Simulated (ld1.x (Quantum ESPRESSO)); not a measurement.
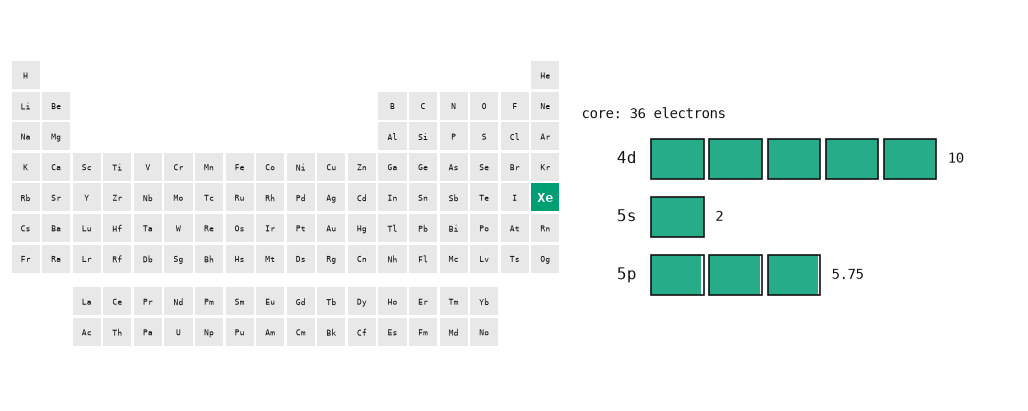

Fig. 1: Left, the place of xenon in the periodic table; right, the valence shells of the reference configuration: a box for each of the 2l + 1 orbitals, shaded by the share of the shell that is filled, with the electron count at the right.

## Pseudopotential generation for Xe

Xenon (Xe, Z = 54), core [Kr], reference valence 4d10 5s2 5p5.75 (an ion of charge +0.25), valence charge 18. Level asked for: ultrasoft potential, PBE, scalar-relativistic, made with ld1.x (Quantum ESPRESSO) 7.5.

Input:
```
 &input
   title='Xe', zed=54., rel=1, dft='PBE', iswitch=3,
   config='[Kr] 4d10 4f-2 5s2 5p5.75',
   nld=4, rlderiv=2.55, eminld=-7.0, emaxld=5.0, deld=0.02
 /
 &inputp
   pseudotype=3, tm=.true., lloc=-1, rcloc=1.45,
   nlcc=.false.,
   which_augfun='PSQ', rmatch_augfun_nc=.true.,
   file_pseudopw='Xe.UPF', file_wfcaegen='ae.wfc', file_wfcncgen='nc.wfc', file_beta='beta', file_chi='chi', file_wfcusgen='us.wfc'
 /
7
5S  1  0   2.00   0.00  1.45  1.80  0.0
5S  1  0   0.00  -1.25  1.45  1.80  0.0
5P  2  1   5.75   0.00  2.10  2.30  0.0
5P  2  1   0.00  -0.45  2.10  2.30  0.0
4D  3  2  10.00   0.00  1.10  1.55  0.0
4D  3  2   0.00  -4.25  1.10  1.55  0.0
4F  4  3  -2.00   0.40  1.80  2.35  0.0
 &test
   configts(1)='4d10 5s2 5p5.75'
 /
```

Run as:
```bash
ld1.x < Xe.in > Xe.out
```

Output:
```
     Program LD1 v.7.5

     !!!!!!!!!!!!!!!!!!! WARNING !!!!!!!!!!!!!!!!!!!!!!!
     Message from routine ld1_readin:
     US requires at least two energies per channel 4F
     !!!!!!!!!!!!!!!!!!!!!!!!!!!!!!!!!!!!!!!!!!!!!!!!!!!
     --------------------------- All-electron run ----------------------------

     Xe
     scalar relativistic calculation

     atomic number is 54.00
     dft =PBE   lsd =0 sic =0 latt =0  beta=0.20 tr2=1.0E-14
     Exchange-correlation= PBE
                           (   1   4   3   4   0   0   0)
     mesh =1249 r(mesh) = 100.58629 a.u. xmin = -7.00 dx = 0.01250
     1 Ry =  13.60569312 eV, c = 137.03599908

     n l     nl                  e(Ry)          e(Ha)          e(eV)
     1 0     1S 1( 2.00)     -2526.5779     -1263.2890    -34375.8441
     2 0     2S 1( 2.00)      -393.3599      -196.6799     -5351.9340
     2 1     2P 1( 6.00)      -352.9638      -176.4819     -4802.3170
     3 0     3S 1( 2.00)       -80.5981       -40.2991     -1096.5935
     3 1     3P 1( 6.00)       -67.5533       -33.7767      -919.1100
     4 0     4S 1( 2.00)       -14.6883        -7.3441      -199.8444
     4 1     4P 1( 6.00)       -10.5583        -5.2792      -143.6536
     3 2     3D 1(10.00)       -48.2153       -24.1076      -656.0023
     4 2     4D 1(10.00)        -4.5396        -2.2698       -61.7650
     5 0     5S 1( 2.00)        -1.6153        -0.8077       -21.9779
     5 1     5P 1( 5.75)        -0.7596        -0.3798       -10.3349

     final scf error:  2.9E-15 reached in  25 iterations

     Etot =  -14894.438744 Ry,   -7447.219372 Ha, -202649.162796 eV

     Ekin =   15663.546445 Ry,    7831.773222 Ha,  213113.406145 eV
     Encl =  -36041.334016 Ry,  -18020.667008 Ha, -490367.330369 eV
     Eh   =    5856.370856 Ry,    2928.185428 Ha,   79679.984675 eV
     Exc  =    -373.022028 Ry,    -186.511014 Ha,   -5075.223247 eV

     normalization and overlap integrals

     s(1S/1S) =  1.000000  <r> =   0.0267  <r2> =    0.0010  r(max) =   0.0172
     s(2S/2S) =  1.000000  <r> =   0.1146  <r2> =    0.0155  r(max) =   0.0964
     s(2P/2P) =  1.000000  <r> =   0.1003  <r2> =    0.0123  r(max) =   0.0780
     s(3S/3S) =  1.000000  <r> =   0.3064  <r2> =    0.1073  r(max) =   0.2790
     s(3P/3P) =  1.000000  <r> =   0.3044  <r2> =    0.1074  r(max) =   0.2721
     s(4S/4S) =  1.000000  <r> =   0.7167  <r2> =    0.5800  r(max) =   0.6610
     s(4P/4P) =  1.000000  <r> =   0.7648  <r2> =    0.6661  r(max) =   0.6949
     s(3D/3D) =  1.000000  <r> =   0.2809  <r2> =    0.0933  r(max) =   0.2256
     s(4D/4D) =  1.000000  <r> =   0.8767  <r2> =    0.8975  r(max) =   0.7490
     s(5S/5S) =  1.000000  <r> =   1.8528  <r2> =    3.8836  r(max) =   1.6258
     s(5P/5P) =  1.000000  <r> =   2.2785  <r2> =    5.9706  r(max) =   1.9127

     ------------------------ End of All-electron run ------------------------

     --------------------- Generating US pseudopotential ---------------------

      Generating local potential from pseudized AE potential:
      Matching radius rcloc =   1.4500

      Local pseudo, rcloc= 1.435 Estimated cut-off energy=    12.05 Ry
      Wfc-us  5S rcutus= 1.797  Estimated cut-off energy=    14.41 Ry
      Wfc-us  5S rcutus= 1.797  Estimated cut-off energy=    15.01 Ry
      Wfc-us  5P rcutus= 2.307  Estimated cut-off energy=    14.68 Ry
      Wfc-us  5P rcutus= 2.307  Estimated cut-off energy=    15.40 Ry
      Wfc-us  4D rcutus= 1.547  Estimated cut-off energy=    51.28 Ry
      Wfc-us  4D rcutus= 1.547  Estimated cut-off energy=    56.28 Ry
      Wfc-us  4F rcutus= 2.366  Estimated cut-off energy=    26.09 Ry

     Q pseudized with Bessel functions
     Expected ecutrho=     372.1298 due to l1=  2   l2=  3

 %%%%%%%%%%%%%%%%%%%%%%%%%%%%%%%%%%%%%%%%%%%%%%%%%%%%%%%%%%%%%%%%%%%%%%%%%%%%%%
     Error in routine chargeps (1):
     negative rho
 %%%%%%%%%%%%%%%%%%%%%%%%%%%%%%%%%%%%%%%%%%%%%%%%%%%%%%%%%%%%%%%%%%%%%%%%%%%%%%

     stopping ...
```

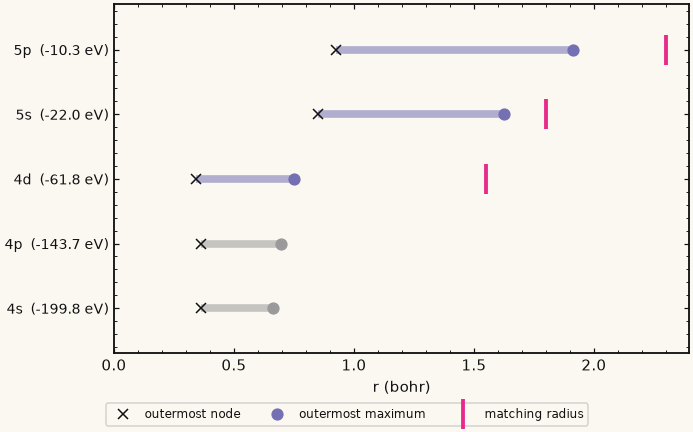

Fig. 2: Outer shells of the all-electron reference atom: each bar runs from the outermost node (or the nucleus) to the outermost maximum of u(r); the tick is the radius chosen for the pseudo-wave. Shells without a tick have no pseudo-wave of their own. Levels, nodes and maxima are from ld1.x, scalar-relativistic.

- Radii against the shells: 4d: 1.55 bohr, outside the maximum; 5s: 1.80 bohr, outside the maximum; 5p: 2.30 bohr, outside the maximum.

What the run reported:

- outcome: ended with an error
- hardware: 1 CPU thread, shared host

Diagnosis:

The generator stopped with the message “chargeps: negative rho”. In words: the spherical valence density built from the smooth waves and the augmentation charge turned negative at some radius.
